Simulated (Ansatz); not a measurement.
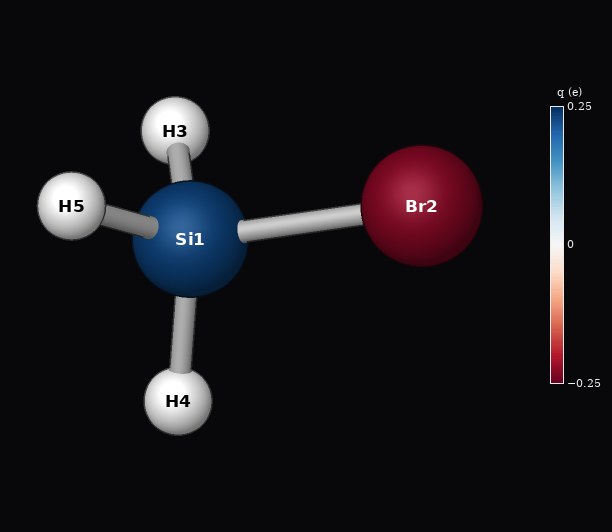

Atoms are coloured by their Mulliken charges. The computed structure is the end point of a PBE0-D4/def2-TZVP optimisation. Method: RKS PBE0-D4/def2-TZVP (Ansatz 0.2.0).

Give the Mulliken charges atom by atom.

```
atom  value (e)
 Si1       0.24
 Br2      −0.23
  H3       0.00
  H4       0.00
  H5       0.00
```

Mulliken values depend strongly on the basis set and can even reverse the polarity of a bond.
